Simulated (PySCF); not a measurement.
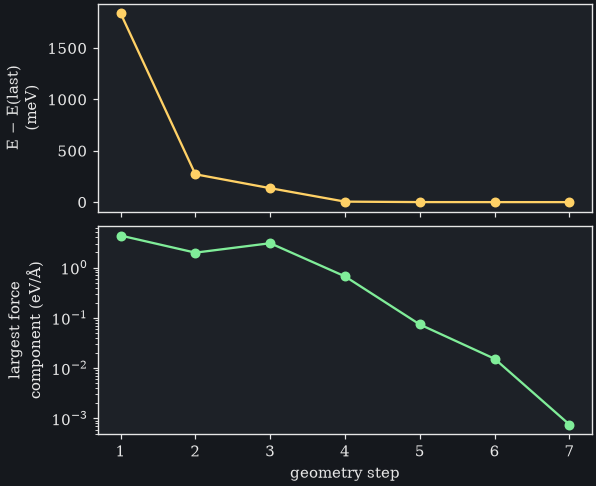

History of a geometry optimisation. The start has point group C4v, which is kept. A held symmetry can leave a saddle point.

The run: CrF5 molecule, multiplicity 2, by UKS-based B3LYP, Cr def2-SVP, F def2-SVP; non-relativistic Hamiltonian; density fitting in PySCF 2.14.0.

How did the optimisation end?

The optimisation met its thresholds at geometry 7, counting the start as the first. The energy fell by about 1800 meV from the first step to the last. The largest force component goes from about 4.3 eV/Å at the start to 8 × 10⁻⁴ eV/Å at the end.

By which step was nine tenths of the energy gained?

By step 3 of 7.
